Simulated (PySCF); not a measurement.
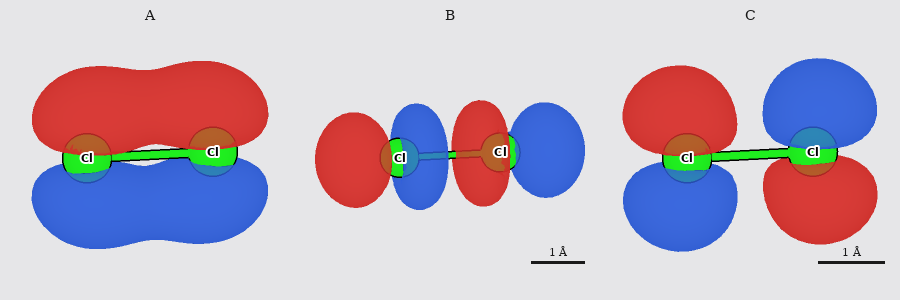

Figure. Cl₂. Three frontier orbitals, each drawn at the value that holds 80 % of its norm (blue and red are the two phases), in no order; of a degenerate pair one member is drawn.

The calculation used PBE0/def2-TZVP, non-relativistic Hamiltonian with scalar-relativistic core potentials where named, at a bond length of 1.987 Å (PySCF).

### Name the orbitals and rank them from lowest to highest energy.

Orbital A: πu, occupied, −11.58 eV; with no node between the nuclei, bonding.
Orbital C: πg, occupied, −8.66 eV; antibonding, with a node between the atoms.
Orbital B: σu, empty, −3.04 eV; antibonding, with a node between the atoms.
